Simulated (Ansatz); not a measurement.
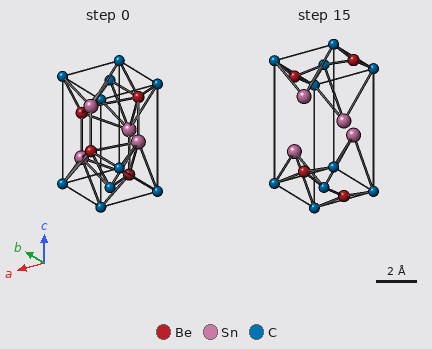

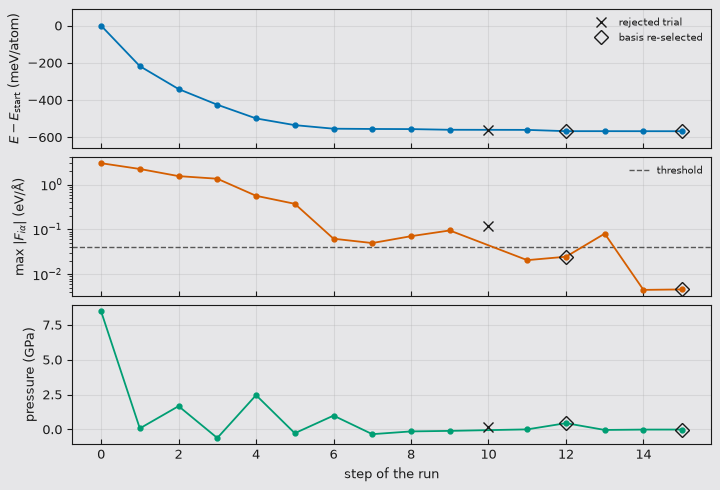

First and last geometry of a relaxation of crystalline BeSnC (built on the LaSF type) (coarse preliminary run), with the history of the run. Style: ball-and-stick. Shown: the cell of the calculation, from a free direction.

Case: LaSF type (P4/nmm, No. 129).

All numbers below come from DFT PBE, scalar-relativistic, plane waves, PAW (Ansatz 0.2.0). (plane-wave cutoff 420 eV; k-point mesh 6 × 6 × 4; occupations gaussian; smearing width 0.1 eV; no spin polarisation; cell and atoms relaxed; force threshold 0.04 eV/Å; at most 70 steps)

What do the curves and the structures tell?

Answer. It converged. The largest moves relative to the cell, 1.39 Å, are those of Be atoms. Largest moves by element: Be 1.39 Å, Sn 0.05 Å. C stays in place. The volume changes by +24.3 %, with a = b 3.499 → 3.649 Å (+4.3 %), c 6.036 → 6.898 Å (+14.3 %). Near-neighbour distances that change, for instance: Be–Sn 2.520 → 4.217 Å, Be–Sn 2.580 → 3.438 Å, Be–Sn 3.516 → 2.682 Å, Be–C 2.235 → 1.836 Å. The space group stays P4/nmm (No. 129). The energy falls by 568 meV per atom in 12 accepted moves (15 points after the start). Largest force component: 3 eV/Å at the start, 0.0046 eV/Å at the end. The pressure goes from 8.47 to −0.01 GPa. The line search rejected the trial step at point 10 of the run. The SCF was repeated twice at an unchanged geometry on a basis and grid sized afresh for the cell, which shifted the energy by 6.9 meV per atom at most. Cost: 63 s on 1 thread of Arm Neoverse V2 (shared host), peak memory 0.38 GiB.
